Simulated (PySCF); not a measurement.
## GeH$_{5}$O$_{2}$F: a changed input and its effect

System: GeH$_{5}$O$_{2}$F.
Method of run A: RKS PBE-D4/def2-TZVPP, density fitting (PySCF 2.14.0).

The geometry comes from this level: PBE0-D4/def2-TZVP. Text and figures count atoms from 1; the logs count them from 0 in places.

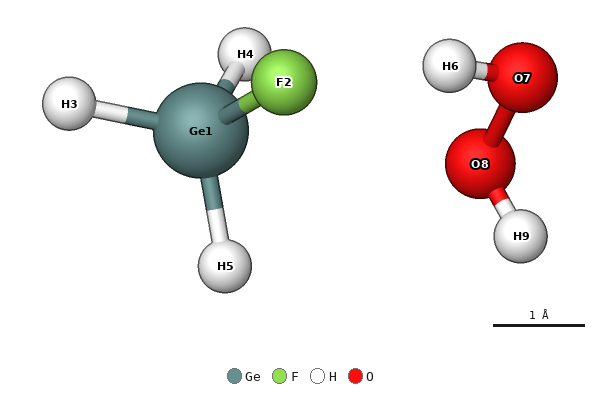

The structure as given in the input (ball-and-stick view, seen at a tilt; atoms are numbered from 1 in the order of the input). Sticks mark near contacts. Bond lengths as drawn: F–Ge 1.76 Å, Ge–H 1.53 to 1.54 Å, H–O 0.96 to 0.97 Å and O–O 1.43 Å.

Input, run A:
```python
import json, numpy as np
from pyscf import gto, scf, dft, mp, cc
EV, BOHR = 27.211386245988, 0.529177210903
mol = gto.M(atom="""
Ge -0.553065 -1.344619 -0.273470
F 0.786138 -0.814227 0.742417
H -0.675790 -2.841288 0.045260
H -1.775386 -0.541897 0.166378
H -0.119386 -1.095326 -1.718700
H 0.922135 1.034683 0.926217
O 0.697187 1.947707 0.680860
O 0.024061 1.721680 -0.555091
H 0.672600 2.049088 -1.189729
""", basis="def2-tzvpp", charge=0, spin=0, max_memory=8670, verbose=0)
def mean_field(mol, dm=None):
    mf = dft.RKS(mol, xc="pbe").density_fit()
    mf.conv_tol = 1e-9; mf.grids.level = 4
    mf.kernel(dm0=dm)
    if not mf.converged: mf = mf.newton().run(mf.mo_coeff, mf.mo_occ)
    assert mf.converged
    return mf
def d4(mol):
    from pyscf.dispersion.dftd4 import DFTD4Dispersion
    real = gto.M(atom=[(mol.atom_pure_symbol(i), mol.atom_coord(i)) for i in range(9)], unit='B', charge=mol.charge, spin=None, basis='def2-svp', verbose=0)
    r = DFTD4Dispersion(real, xc="pbe", atm=True).get_dispersion(grad=True); return r["energy"], r["gradient"]
def energy_and_gradient(mol, dm=None):
    mf = mean_field(mol, dm); e, g = d4(mol)
    return mf, (mf.e_tot + e) * EV, (mf.nuc_grad_method().kernel()[:9] + g) * EV / BOHR
out = {}
mf = mean_field(mol); e = d4(mol)[0]
out.update(energy=(mf.e_tot + e) * EV, converged=True, dispersion=e * EV)
out['s2'] = mf.spin_square()[0]; out['nelec'] = mol.nelec
print(f"Total energy {out['energy']:.6f} eV, <S^2> {out['s2']:.4f}")
json.dump(out, open("out.json", "w"), default=float)
```

Command:
```bash
OMP_NUM_THREADS=4 python run.py
```

Hardware: 4 threads of Arm Neoverse V1, 23 GiB of memory available, shared host.

Output (run A):
```
Total energy -63396.493103 eV, <S^2> 0.0000
```

The input of run B differs as follows (lines with − go, lines with + come):
```diff
-    mf = dft.RKS(mol, xc="pbe").density_fit()
+    mf = dft.RKS(mol, xc="b3lypg").density_fit()
-    r = DFTD4Dispersion(real, xc="pbe", atm=True).get_dispersion(grad=True); return r["energy"], r["gradient"]
+    r = DFTD4Dispersion(real, xc="b3lyp", atm=True).get_dispersion(grad=True); return r["energy"], r["gradient"]
```

Predict how the results change.

The total energies belong to different models, so their difference says nothing on which is more stable or more accurate. The functional changes from PBE to b3lypg.

Output (run B):
```
Total energy -63413.565171 eV, <S^2> 0.0000
```

The two runs side by side:

| quantity | run A | run B |
| --- | --- | --- |
| outcome | converged | converged |
| total energy (hartree) | −2329.778150 | −2330.405537 |
| basis functions | 211 | 211 |
| wall time (shared host) | 14 s | 14 s |
